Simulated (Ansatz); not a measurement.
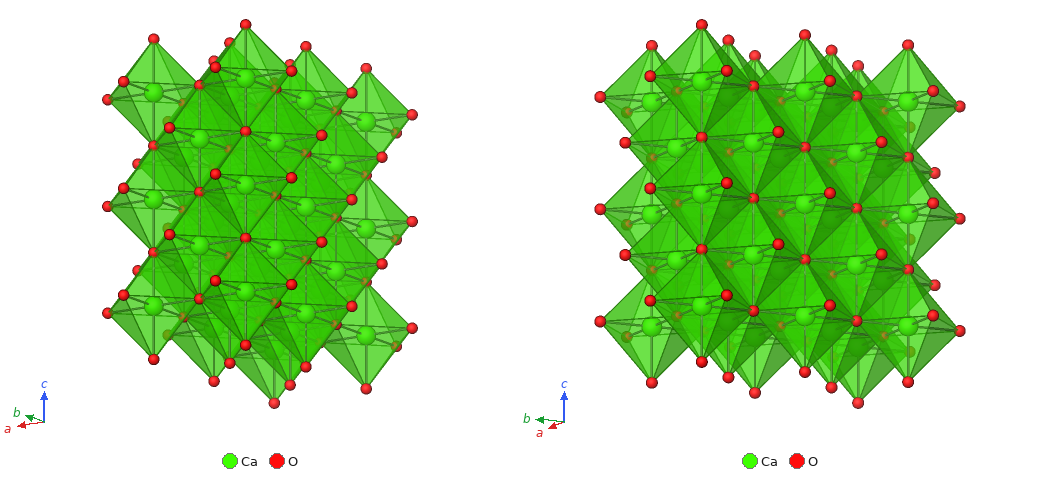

Polyhedra are drawn about Ca (bonds: Ca–O below 2.7 Å); other atoms are plain spheres. Two views of the same piece.

System CaO (space group Fm-3m, No. 225); source of the atomic positions: the geometry relaxed with DFT, PBE, plane waves, PAW in Ansatz; the starting structure was generated, so it need not be a known form of this composition.

Sharing among the drawn polyhedra:

```tsv
site	polyhedron	corner-sharing neighbours	edge-sharing	face-sharing	bond (Å)
Ca	CaO6 octahedron	6	12	0	2.42
```

They form a three-dimensional framework of corner- and edge-sharing octahedra.
